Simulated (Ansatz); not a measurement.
All values below come from PBE (plane waves to 420 eV, PAW; Ansatz, an electronic-structure program).

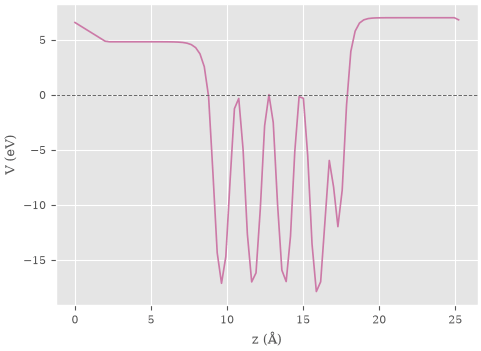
Figure. Plane-averaged electrostatic potential energy along the normal, in eV from the Fermi level, for C on the 1x1 (111) surface of fcc Cu, one in a 1x1 cell, started at the site 'hollow Cu-Cu-Cu over Cu at depth 2.1 Å'

Model: 5-atom slab, 6.2 Å thick at the start under the adsorbate (thin: gaps and levels are the slab's own), 12x12x1 mesh, Fermi-Dirac 0.1 eV, dipole correction, 2 atoms held, the rest relaxed; start symmetry kept, larger cells not searched; spin-polarised, no spin-orbit, no U, no dispersion correction. The starting moment vanished. At the end it is bonded to 3 Cu. In PBE it is, or lies within 0.03 eV of, the lowest of the starts that converged.

The surface cell has an area of 5.71 Å². What dipole along the normal does the step between the two vacuum levels imply?

the top vacuum level lies 2.18 eV above the bottom one; p = −ε₀ A ΔV (ε₀ = 0.005526 e/(V·Å)) gives -0.07 e·Å a cell.
